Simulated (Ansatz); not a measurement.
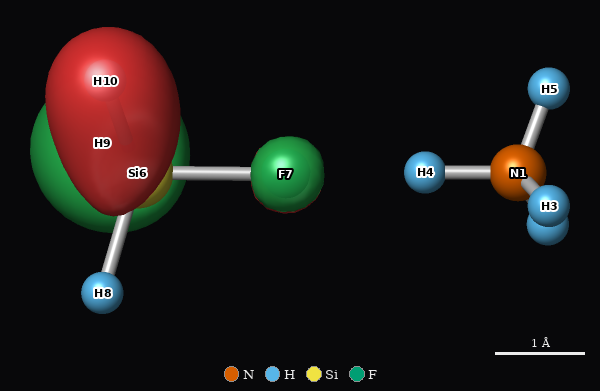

Figure. FH7NSi (charge +1). The HOMO at ±0.2 Å⁻³ᐟ² (green and red are the two phases), seen at a tilt.

At this geometry the atoms fall into two loosely joined parts.

The calculation used Ansatz 0.2.0, RKS PBE0-D4/def2-SVP.

Input

```
crystal:
  periodic: [false, false, false]
  atoms:
    - { symbol: "N", position_ang: [0.0194, -0.0148, -1.9137] }
    - { symbol: H, position_ang: [0.7622, -0.4354, -2.4812] }
    - { symbol: H, position_ang: [-0.2958, 0.8604, -2.3451] }
    - { symbol: H, position_ang: [0.3896, 0.1917, -0.9543] }
    - { symbol: H, position_ang: [-0.7679, -0.6664, -1.829] }
    - { symbol: Si, position_ang: [-0.0781, -0.019, 2.0703] }
    - { symbol: F, position_ang: [0.6936, 0.4119, 0.6566] }
    - { symbol: H, position_ang: [0.4763, 0.8504, 3.078] }
    - { symbol: H, position_ang: [0.2393, -1.4344, 2.0972] }
    - { symbol: H, position_ang: [-1.4387, 0.2556, 1.6212] }
total_charge: 1
basis:
  gaussian: { orbitals: def2-SVP }
hamiltonian:
  xc: pbe0
  dispersion: d4
relax:
  f_tol: 0.02
  max_steps: 40
scf:
  lower_state_search: "off"
output:
  orbitals: {}
```

Command:

```sh
ansatz run input.yaml --threads 1 --pin off --max-ram 2048MiB --backend cpu --events-out ev --progress --plain --runs-dir out
```

The fields are those of the relaxed geometry.

Q: What is the character of this orbital?

A: It lies mainly on Si6 (about 40 %), H9 (about 30 %), H10 (about 20 %) and F7 (about 10 %). It is one of a degenerate set, so its orientation is arbitrary. Its energy is −13.51 eV.
